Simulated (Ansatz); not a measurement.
System: B20 (FeSi-type) FeSi. Method: PBE (Ansatz, a quantum-chemistry and plane-wave program, plane waves, PAW).

Run with plane-wave cutoff 520 eV, 8×8×8 k mesh, Fermi–Dirac smearing 0.01 eV, no spin polarisation, scalar-relativistic PAW data made under PBE.

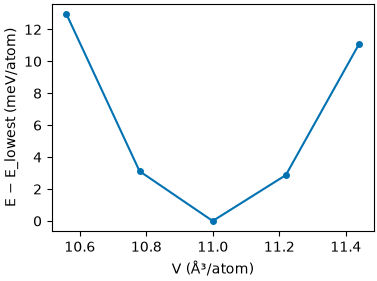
*Total energy against volume*

Question: From the curve, estimate the equilibrium volume and the bulk modulus.

Answer: V0 ≈ 11.0 Å³/atom and B0 ≈ 220 GPa; the fit gives V0 = 11.000 Å³/atom, B0 = 218 GPa, B′ = 4.8.

Shape and atoms are relaxed at each volume.

Measured, for comparison: bulk modulus 178 GPa (room temperature, not corrected to a static lattice, our sources range from 169 to 185; as tabulated in Study of the compressibility of FeSi, MnSi, and CoS2 (JETP Letters), abstract); equilibrium volume per atom 11.26 Å³/atom (temperature not stated, not corrected to a static lattice; as tabulated in Wikipedia's data pages). Computed (rounded) less measured: bulk modulus +22 % (+18 % to +29 % over the range), equilibrium volume per atom -2.3 %.

Note: the bulk modulus comes from volumes at which shape and atoms were relaxed.

Cost on a shared machine: very roughly 10 core-minutes.
